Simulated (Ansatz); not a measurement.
# GaNH2ClF (SMILES [NH2][Ga]([F])[Cl]): r2SCAN0/6-31G(d) (spherical functions)

What is the vertical singlet–triplet gap of GaNH2ClF at r2SCAN0/6-31G* (spherical functions)? 

Program for the calculation: Ansatz 0.2.0.

128 further runs of the same task are left out: 128 set aside as unsound or not needed.

## (1) The molecule

GaNH2ClF has 6 atoms, charge 0, and is taken as a singlet. SMILES: `[NH2][Ga]([F])[Cl]`. Geometry: relaxed at PBE0-D4/def2-TZVP.

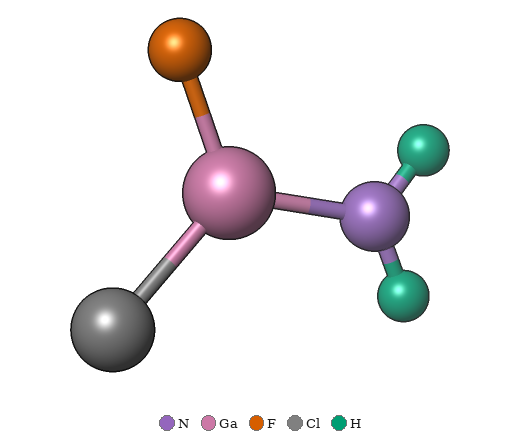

The structure, seen from a chosen angle (nitrogen purple, gallium pink, fluorine orange, chlorine grey, hydrogen teal).

## (2) A single-point energy at r2SCAN0/6-31G(d) (spherical functions)

The input, run.yaml:

```yaml
crystal:
  periodic: [false, false, false]
  atoms:
    - {symbol: "N", position_ang: [-0.193400, 1.027000, -0.045900]}
    - {symbol: Ga, position_ang: [0.233000, -0.711000, 0.012900]}
    - {symbol: F, position_ang: [1.569300, -1.221300, 1.009300]}
    - {symbol: Cl, position_ang: [-0.740100, -2.208600, -1.123700]}
    - {symbol: H, position_ang: [0.201900, 1.691500, 0.596800]}
    - {symbol: H, position_ang: [-1.028600, 1.358600, -0.495600]}
basis:
  gaussian:
    orbitals: 6-31G_st_-spherical.json
hamiltonian:
  xc: {name: r2SCAN0}
accuracy: high
output:
  orbitals: {seedname: orbitals}
```

The basis set 6-31G* is read from a file made from the Basis Set Exchange's data (not shown).

On the command line:

```sh
$ ansatz run run.yaml --threads 1 --pin off --max-ram 3480MiB --events-out events.jsonl --progress --plain --runs-dir runs
```

The log of the run:

```text
Warning: RAYON_NUM_THREADS=1 ignored (pool sized by the plan → 1); use --threads N
Functional definition: r2SCAN0
  name "r2SCAN0"
  parameter a = 0.25
  parameter k0 = 0.174
  parameter k1 = 0.065
  parameter a1 = 4.9479
  exchange = (1 - a)*r2scan_x(k0 = k0, k1 = k1, a1 = a1) + a*exact_x
  correlation = r2scan_c
1713 factors; integrals over basis functions are off by at most 4.7e-9 eV
mean field evaluation 1: about -69123.7894 eV, gradient 6.0e1 eV
mean field evaluation 2: about -69114.0293 eV, gradient 9.0e1 eV
mean field evaluation 4: about -69130.3276 eV, gradient 3.2e0 eV
mean field evaluation 8: about -69130.4612 eV, gradient 3.6e-1 eV
mean field evaluation 16: about -69130.4614 eV, gradient 2.8e-5 eV
mean field -69130.46142732 eV, -2540.4975991444 hartree, gradient 5.5e-8 eV, S^2 0.000000; 0 other end points of the search recorded, 0 dependent functions left out
reference -69130.46142829 eV, -2540.4975991798 hartree; 33, 33 occupied and 49, 49 virtual orbitals, 1713 factors
Total energy: -69130.46142829 eV, -2540.4975991798 hartree
```

Wall time 19 s (1 thread of Arm Neoverse V1, shared host); peak memory 0.34 GiB.

## (3) The triplet, same level

The input, in.yaml:

```yaml
crystal:
  periodic: [false, false, false]
  atoms:
    - {symbol: "N", position_ang: [-0.193400, 1.027000, -0.045900]}
    - {symbol: Ga, position_ang: [0.233000, -0.711000, 0.012900]}
    - {symbol: F, position_ang: [1.569300, -1.221300, 1.009300]}
    - {symbol: Cl, position_ang: [-0.740100, -2.208600, -1.123700]}
    - {symbol: H, position_ang: [0.201900, 1.691500, 0.596800]}
    - {symbol: H, position_ang: [-1.028600, 1.358600, -0.495600]}
basis:
  gaussian:
    orbitals: 6-31G_st_-spherical.json
total_charge: 0
magnetization:
  spin_polarized: true
  initial_magnetization: 2
hamiltonian:
  xc: {name: r2SCAN0}
accuracy: high
output: {orbitals: {seedname: orbitals}}
```

The basis set 6-31G* is read from a file made from the Basis Set Exchange's data (not shown).

On the command line:

```sh
$ ansatz run in.yaml --threads 1 --pin off --max-ram 3480MiB --events-out events.jsonl --progress --plain --runs-dir runs
```

The log of the run:

```text
Warning: RAYON_NUM_THREADS=1 ignored (pool sized by the plan → 1); use --threads N
Functional definition: r2SCAN0
  name "r2SCAN0"
  parameter a = 0.25
  parameter k0 = 0.174
  parameter k1 = 0.065
  parameter a1 = 4.9479
  exchange = (1 - a)*r2scan_x(k0 = k0, k1 = k1, a1 = a1) + a*exact_x
  correlation = r2scan_c
1713 factors; integrals over basis functions are off by at most 4.7e-9 eV
mean field evaluation 1: about -69114.5512 eV, gradient 4.6e1 eV
mean field evaluation 2: about -69083.0723 eV, gradient 8.8e1 eV
mean field evaluation 4: about -69120.3168 eV, gradient 2.7e1 eV
mean field evaluation 8: about -69125.1540 eV, gradient 3.0e0 eV
mean field evaluation 16: about -69125.3597 eV, gradient 8.1e-3 eV
mean field evaluation 32: about -69125.3597 eV, gradient 2.4e-5 eV
mean field -69125.35968358 eV, -2540.3101135198 hartree, gradient 6.7e-8 eV, S^2 2.005981; 2 other end points of the search recorded, 0 dependent functions left out
reference -69125.35968879 eV, -2540.3101137113 hartree; 34, 32 occupied and 48, 50 virtual orbitals, 1713 factors
Total energy: -69125.35968879 eV, -2540.3101137113 hartree
```

It took 53 s on 1 thread of Arm Neoverse V1, shared host; peak memory 0.58 GiB.

## (4) Summary of results

At r2SCAN0/6-31G* (spherical functions):

| quantity | value |
| --- | --- |
| singlet: total energy | -2540.49760 Eh |
| singlet: HOMO energy | -8.23 eV |
| singlet: LUMO energy | -0.87 eV |
| singlet: HOMO–LUMO gap | 7.36 eV |
| triplet: total energy | -2540.31011 Eh |
| triplet: HOMO energy (highest over α and β) | -3.48 eV |
| triplet: ⟨S²⟩ | 2.006 |
| vertical energy of the triplet above the singlet | 5.102 eV |

At this shape the triplet lies 5.10 eV (492 kJ/mol) above the singlet.
